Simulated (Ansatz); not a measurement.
A series of calculations on CH7BO

## 1. Relaxation

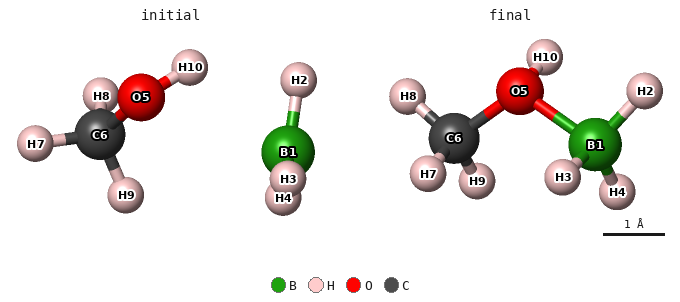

The structure of CH7BO before (left) and after (right) a relaxation, at one scale.

The picture is a ball-and-stick view, seen at a tilt.

The run prepares an end point of a later path (reaction) calculation, from a guessed geometry.

The calculation used RKS PBE/def2-SVP in Ansatz 0.2.0.

Input
```yaml
crystal:
  periodic: [false, false, false]
  atoms:
    - { symbol: B, position_ang: [0.078615, 0.420871, 0.01119] }
    - { symbol: H, position_ang: [-0.096525, 0.441958, 1.202476] }
    - { symbol: H, position_ang: [1.16691, 0.719313, -0.44329] }
    - { symbol: H, position_ang: [-0.864891, 0.18324, -0.720038] }
    - { symbol: O, position_ang: [0.330827, -2.07092, 0.685913] }
    - { symbol: C, position_ang: [-0.609388, -2.930741, 0.035739] }
    - { symbol: H, position_ang: [-0.090041, -3.877126, -0.215494] }
    - { symbol: H, position_ang: [-1.475988, -3.179256, 0.687702] }
    - { symbol: H, position_ang: [-0.998205, -2.494044, -0.910142] }
    - { symbol: H, position_ang: [-0.158914, -1.421396, 1.255543] }
basis:
  gaussian: { orbitals: def2-SVP }
hamiltonian:
  xc: pbe
relax:
  f_tol: 0.03
  max_steps: 50
```

Command:
```bash
ansatz run input.yaml --threads 1 --pin off --max-ram 2048MiB --backend cpu --events-out ev --progress --plain --runs-dir out
```

Describe what moved and what it gained.

The largest move after the best rigid fit is that of H7, 1.21 Å. By element the largest moves are H 1.21 Å, O 0.76 Å, B 0.56 Å, C 0.28 Å. Near-neighbour distances that change, for instance: B1–O5 2.594 → 1.658 Å, B1–H2 1.204 → 1.228 Å, O5–H10 0.993 → 0.977 Å, O5–C6 1.430 → 1.442 Å. New bonds form, among them: B1–O5 (2.59 → 1.66 Å). Among the angles between lasting bonds that change: H3–B1–H4 121.1° → 114.7°, H2–B1–H3 119.7° → 115.1°, H2–B1–H4 119.0° → 114.7°. Groups turn about O5–C6 by about 25°. The energy falls by 76.8 kJ/mol in 11 geometry steps. Largest force component: 0.69 eV/Å at the start, 0.016 eV/Å at the end.

## 2. Relaxation

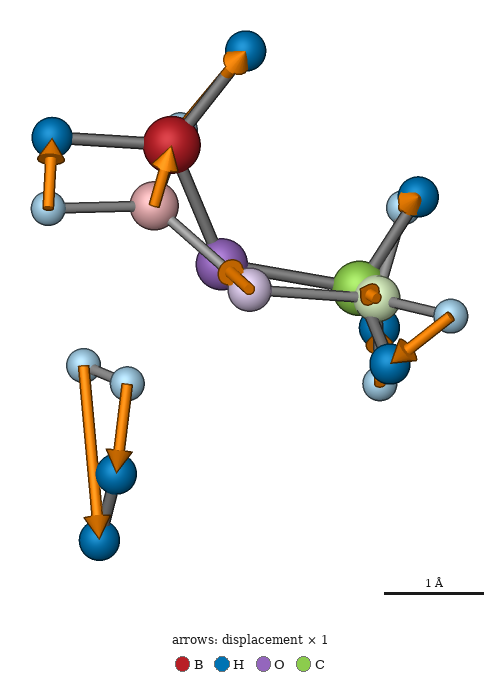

This is a relaxation of CH7BO. The starting structure is drawn faded, the final one solid; orange arrows show the displacements, at their true length. The two geometries are superimposed by the best rigid fit.

The picture is a ball-and-stick view, seen at a tilt.

The run prepares an end point of a later path (reaction) calculation, from a guessed geometry.

The calculation used RKS PBE/def2-SVP (Ansatz 0.2.0). (no spin polarisation; force threshold 0.03 eV/Å; at most 50 steps)

Atoms of which element are displaced furthest, and by how much?

Hydrogen: up to 1.79 Å, against 0.77 Å for oxygen.

What did the optimiser do to the structure, and how much energy did it gain?

The atom that moves furthest after the best rigid fit is an H atom (1.79 Å). Largest moves by element: H 1.79 Å, O 0.77 Å, B 0.66 Å, C 0.30 Å. Some distances before and after: H–H 0.722 → 0.770 Å, B–O 1.380 → 1.350 Å. Groups turn about C–O by about 25°. Over 36 accepted moves (47 points after the start) the energy falls by 23.3 kJ/mol. Largest force component: 1.6 eV/Å at the start, 0.018 eV/Å at the end. The line search rejected the trial steps at points 3, 9, 18, 24, 30, 31, 33, 34 and more of the run. The forces were under the threshold at step 35, but the run went on from there. The run took 46 s on 1 thread of Intel(R) Xeon(R) 6975P-C (Granite Rapids), with other jobs on the host, peak memory 0.14 GiB.

## 3. Path

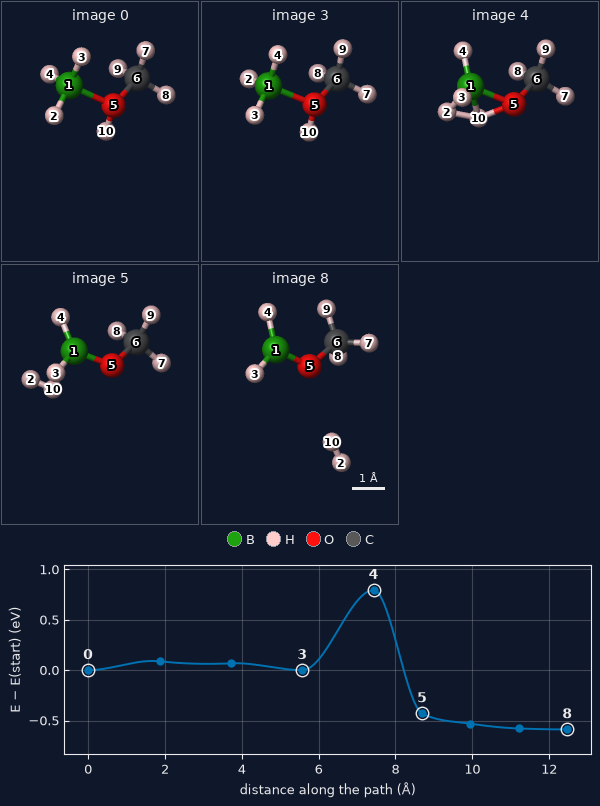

NEB run on CH₇BO. Images are numbered from 0 (start) to 8 (end). A ball-and-stick model, seen from a free direction.

Method: RKS PBE/def2-SVP (Ansatz). Settings: 7 movable images; climbing image; force threshold 0.03 eV/Å; iteration limit 60; starting path through a guess of the saddle point.

Describe the mechanism and the energy profile.

Answer. The path has more than one stage, and so few images may leave a stage unresolved. Breaking: B1–H2 (1.23 → 1.37 at the top → 4.37 Å), O5–H10 (0.98 → 1.29 at the top → 2.55 Å). Forming: H2–H10 (2.39 → 1.03 at the top → 0.77 Å). The energy climbs by 0.80 eV to image 4 and then falls by 1.38 eV, so the end point sits at −0.59 eV. The profile has 2 maxima (images 1, 4) with a dip at image 3 (0.00 eV), so the process runs in steps. The band converged in 30 iterations. The largest component of the band force went from 11 to 0.011 eV/Å. The climbing image converged on the top of the path. Its vibrational analysis gives one imaginary mode (1135i cm⁻¹), as a transition state must have.
